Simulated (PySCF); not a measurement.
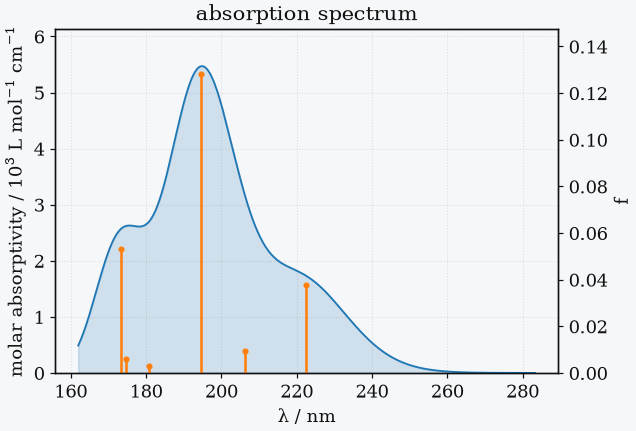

Vertical TDDFT excitations, PBE0/def2-SVPD, PySCF 2.14.0, at a GFN2-xTB geometry (no frequency check), gas phase. Only the first 6 singlet excitations are included; each is broadened by a Gaussian of 1/e half-width 0.40 eV. Sticks give oscillator strengths (right axis).

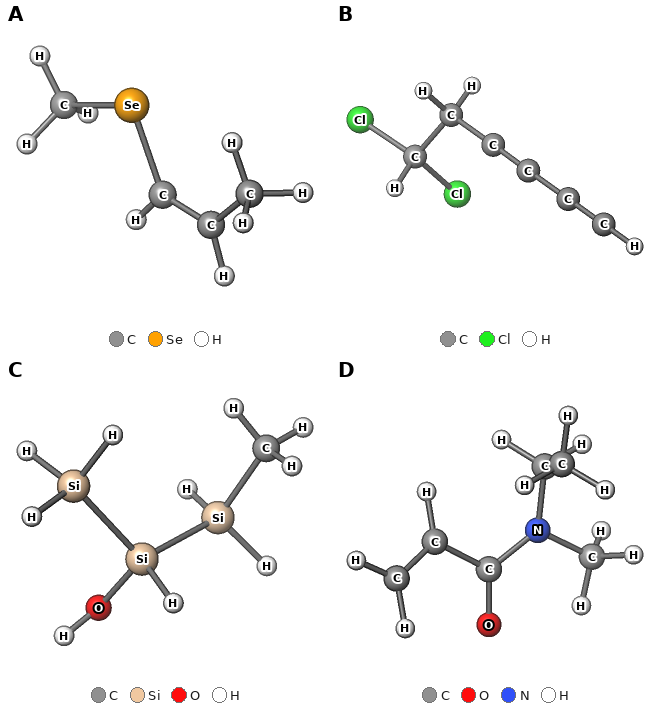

> Whose absorption spectrum is this? Choose among the lettered structures.

Structure C, CH₁₀OSi₃, SMILES C[SiH2][Si@H](O)[SiH3]. Its lowest singlet lies at 5.58 eV (f = 0.038) and the brightest of those computed is S3 at 6.37 eV (195 nm), f = 0.128, mainly HOMO → LUMO+1 (90 %).

Caveats: the tight-binding geometry is rougher than a DFT one and adds to the error; one conformer of a flexible molecule; core orbitals are frozen in the response.
